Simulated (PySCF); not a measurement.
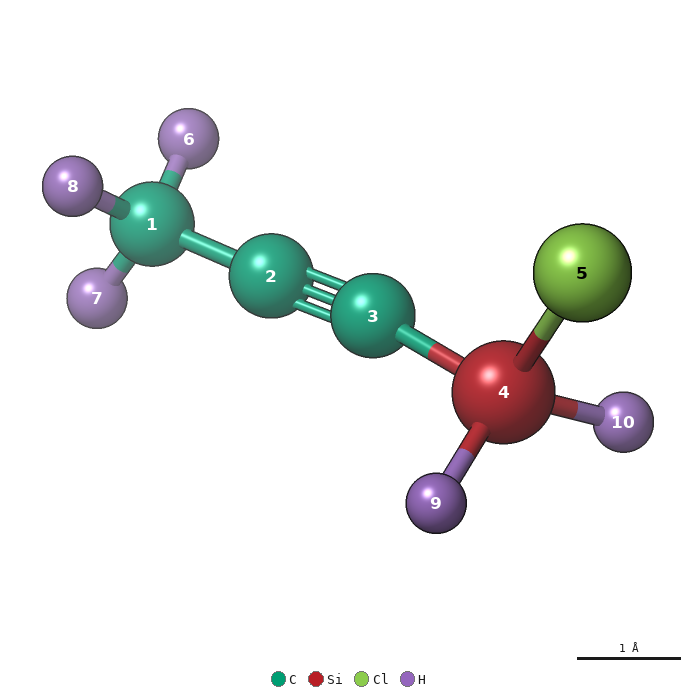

Orthographic view. Depth is shown by fading: the farther an atom, the more it takes the colour of the background. Geometry: a frame of a GFN2-xTB molecular-dynamics simulation, not a minimum.

Write a MOL file (V2000) with the atoms in numerical order, bonds sorted by atom number with the orders drawn, and coordinates in the frame of the picture: x right, y up, z towards the viewer, origin at the mean position.

```
C3H5ClSi
                    3D

 10  9  0  0  0  0  0  0  0  0999 V2000
   -1.7400    0.7700   -1.2600 C   0  0  0  0  0  0  0  0  0  0  0  0
   -0.5700    0.2600   -0.5200 C   0  0  0  0  0  0  0  0  0  0  0  0
    0.4200   -0.1200    0.0600 C   0  0  0  0  0  0  0  0  0  0  0  0
    1.6900   -0.8700    1.0800 Si  0  0  0  0  0  4  0  0  0  0  0  0
    2.4600    0.2900    2.6200 Cl  0  0  0  0  0  0  0  0  0  0  0  0
   -1.3800    1.6000   -1.8500 H   0  0  0  0  0  0  0  0  0  0  0  0
   -2.2700    0.0500   -1.8300 H   0  0  0  0  0  0  0  0  0  0  0  0
   -2.5100    1.1400   -0.5400 H   0  0  0  0  0  0  0  0  0  0  0  0
    1.0400   -1.9500    1.8900 H   0  0  0  0  0  0  0  0  0  0  0  0
    2.8600   -1.1600    0.3400 H   0  0  0  0  0  0  0  0  0  0  0  0
  1  2  1  0
  1  6  1  0
  1  7  1  0
  1  8  1  0
  2  3  3  0
  3  4  1  0
  4  5  1  0
  4  9  1  0
  4 10  1  0
M  END
```
